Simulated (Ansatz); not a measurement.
```xyz
11

Si   -0.1434    0.0667   -0.0628
N     1.3228    0.9249   -0.0185
N    -0.0077   -1.4697    0.6440
H     0.8538   -1.9844    0.6579
O    -0.4808    0.0682   -1.6762
O    -1.4011    0.7174    0.7792
H     1.6493    1.4166   -0.8320
H     1.7155    1.2794    0.8356
H    -0.6983   -1.8244    1.2809
H    -0.9951   -0.6774   -1.9864
H    -1.8147    1.4827    0.3781
```

The reactant side of a reaction path; geometry: PBE0-D4/def2-TZVP; a saddle point, not a minimum.

These are results of Ansatz 0.2.0, RKS PBE0-D4/def2-TZVPP, not measurements.

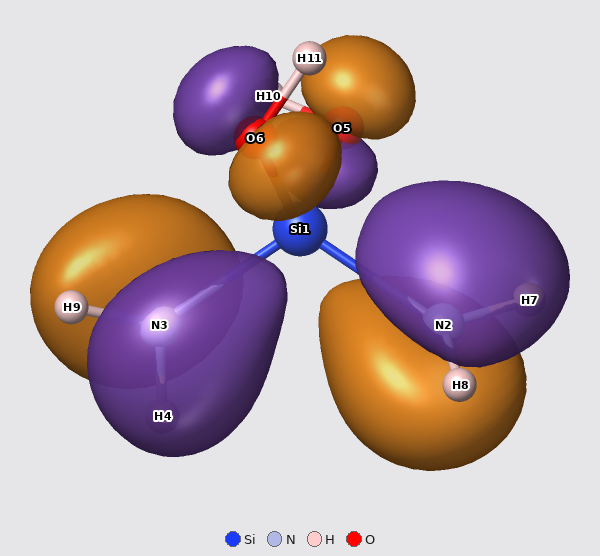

H6N2O2Si. The HOMO at ±0.1 Å⁻³ᐟ² (orange and purple are the two phases), seen at a tilt.

> Where does this orbital lie, and at what energy?

Its weight (Hirshfeld) is mainly on N2 (about 35 %), N3 (about 30 %) and O6 (about 5 %); largely a combination of lone pairs on N2, N3 and O6. Its energy is −7.13 eV.
